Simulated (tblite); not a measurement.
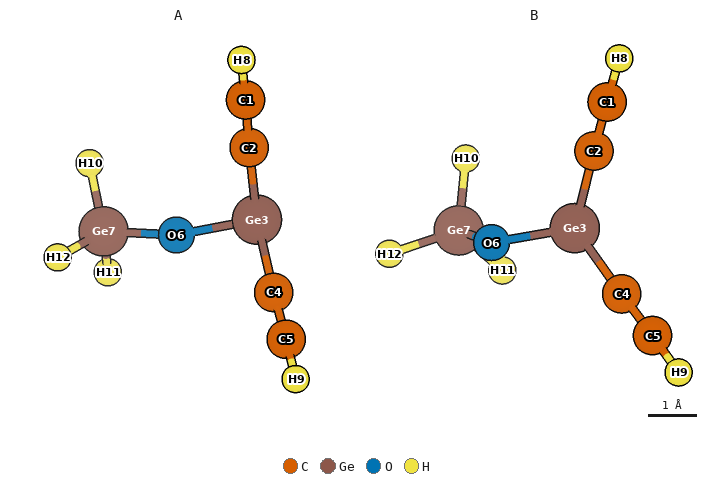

Two geometries of C4H5Ge2O (multiplicity 2), drawn at one scale. One is the start of a relaxation, the other its converged end. The picture is a ball-and-stick view, seen from a free direction.

Computed with GFN2-xTB geometry optimisation, gas phase in tblite. 

> Which of the two is the end point?

Structure A is the relaxed one. Over 76 geometry steps the energy falls by 0.562 eV. The largest move after the best rigid fit is that of O6, 1.27 Å. By element the largest moves are O 1.27 Å, H 1.11 Å, Ge 0.87 Å, C 0.26 Å. Near-neighbour distances that change, for instance: O6–Ge7 1.796 → 1.721 Å, Ge7–H11 1.570 → 1.503 Å, C2–Ge3 1.905 → 1.965 Å, Ge7–H10 1.546 → 1.503 Å. Among the angles between lasting bonds that change: Ge3–O6–Ge7 105.3° → 162.3°, C4–Ge3–O6 109.8° → 100.6°, O6–Ge7–H12 110.4° → 104.3°. Groups turn about O6–Ge7 by about 35°, Ge3–O6 by about 30°. Cost: 0.38 s on 1 thread of Arm Neoverse V2 (shared host).
